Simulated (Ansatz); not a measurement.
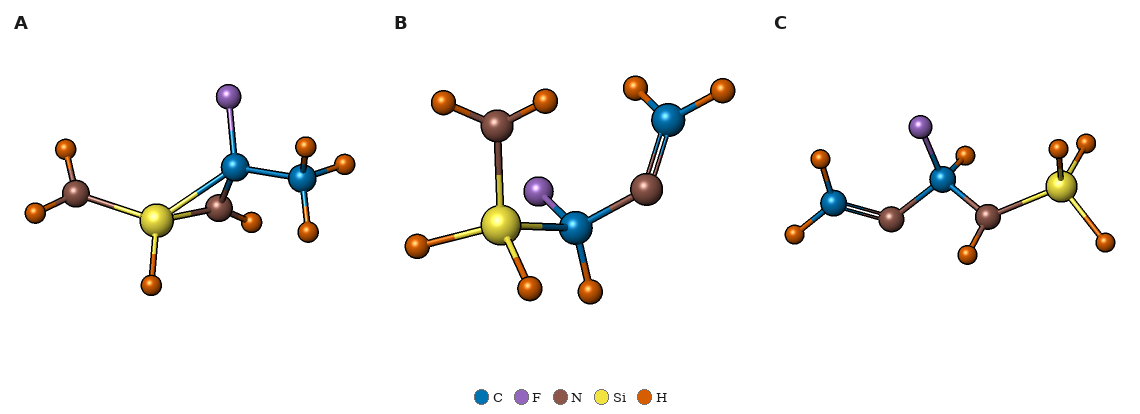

Figure made from data computed with Ansatz.

Question: Match each picture to its SMILES.
(1) C[C@@]1(F)N[Si@@H]1N
(2) C=N[C@H](F)[SiH2]N
(3) C=N[C@@H](F)N[SiH3]

Answer: A is (1), B is (2), C is (3).
